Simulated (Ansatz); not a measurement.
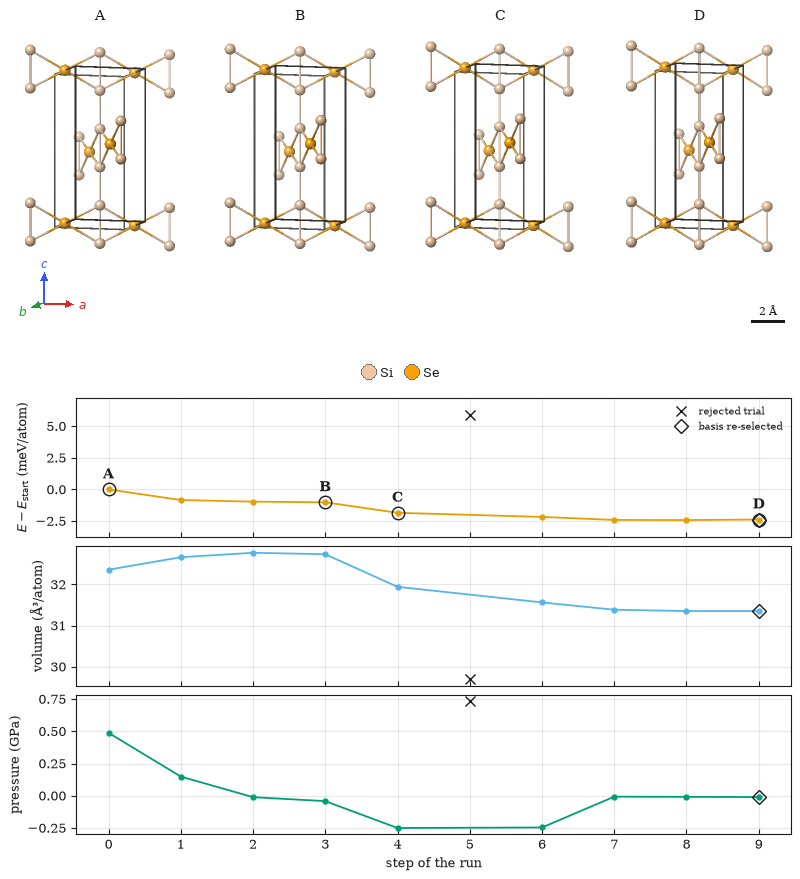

Frames of a relaxation of crystalline Si₂Se (a generated structure, set up in P4_2/mmc), marked on the history of the run. Style: ball-and-stick. Shown: the cell of the calculation, from a free direction.

Level of theory: DFT PBE, scalar-relativistic, plane waves, PAW; settings changed (Ansatz 0.2.0).

Input file:
```yaml
crystal:
  lattice:
    - [4.5096923201, 0.0, 0.0]
    - [0.0, 4.5096923201, 0.0]
    - [0.0, 0.0, 9.5464024439]
  atoms:
    - { symbol: Si, position: [0.5, 0.5, 0.6246811777] }
    - { symbol: Si, position: [0.5, 0.5, 0.1246811777] }
    - { symbol: Si, position: [0.5, 0.5, 0.3753188223] }
    - { symbol: Si, position: [0.5, 0.5, 0.8753188223] }
    - { symbol: Se, position: [0.0, 0.5, 0.0] }
    - { symbol: Se, position: [0.5, 0.0, 0.5] }
basis:
  ecutwfc: 420
  xc_grid: 3
kpoints:
  mp_grid: { grid: [8, 8, 4] }
hamiltonian:
  xc: pbe
scf:
  occupations: { method: fermi_dirac, width: 0.15 }
output:
  forces: true
  eigenvalues: true
  stress: true
relax:
  adjacent_minimum: "off"
  f_tol: 0.01
  max_steps: 80
  cell: { stress_tol: 0.05 }
```

Command:
```bash
ansatz run input.yaml --threads 1 --pin off --max-ram 2560MiB --backend cpu --events-out ev --progress --plain --runs-dir out
```

### Describe the path.

After 7 accepted moves (9 points after the start) the energy has fallen by 2.4 meV per atom. Largest force component: 0.18 eV/Å at the start, 0.0035 eV/Å at the end. Pressure: 0.49 GPa at the start and −0.01 GPa at the end. The line search rejected the trial step at point 5 of the run. At 1 point the geometry stayed and the basis and grid were re-selected for the new cell (energy shift of less than 0.05 meV per atom at most each time). The largest moves relative to the cell, 0.042 Å, are those of Si1, Si2, Si3 and Si4. Si4 goes along −c. Se stays in place. The drawn cell changes as follows: a = b 4.510 → 4.395 Å (−2.5 %), c 9.546 → 9.739 Å (+2.0 %); the volume changes by −3.1 %. Near-neighbour distances that change, for instance: Si1–Si3 2.381 → 2.513 Å, Si1–Si4 2.393 → 2.356 Å, Si1–Se6 2.550 → 2.531 Å. Bond angles that change, for instance: Si1–Se6–Si3 55.7° → 59.5°, Se6–Si1–Se6 124.3° → 120.5°, Si1–Se6–Si1 124.3° → 120.5°. The space group stays P4_2/mmc (No. 131). From step 0 to 3: volume +1.2 %, energy −1.0 meV per atom. From step 3 to 4: Si atoms move most (0.03 Å), volume −2.4 %, energy −0.8 meV per atom. From step 4 to 9: volume −1.8 %, energy −0.5 meV per atom.

```
step  E − E(0), meV/atom  largest force component, eV/Å  pressure, GPa  volume, Å³/atom                      note
   0                0.00                         0.1796           0.49           32.358                          
   1               -0.84                         0.0718           0.15           32.661                          
   2               -0.97                         0.0221          -0.01           32.770                          
   3               -1.02                         0.0125          -0.04           32.734                          
   4               -1.85                         0.0771          -0.25           31.942                          
   5                5.91                         0.3296           0.73           29.694                  rejected
   6               -2.17                         0.0643          -0.25           31.563                          
   7               -2.41                         0.0180          -0.01           31.385                          
   8               -2.42                         0.0034          -0.01           31.353                          
   9               -2.38                         0.0035          -0.01           31.353  same geometry, new basis
```
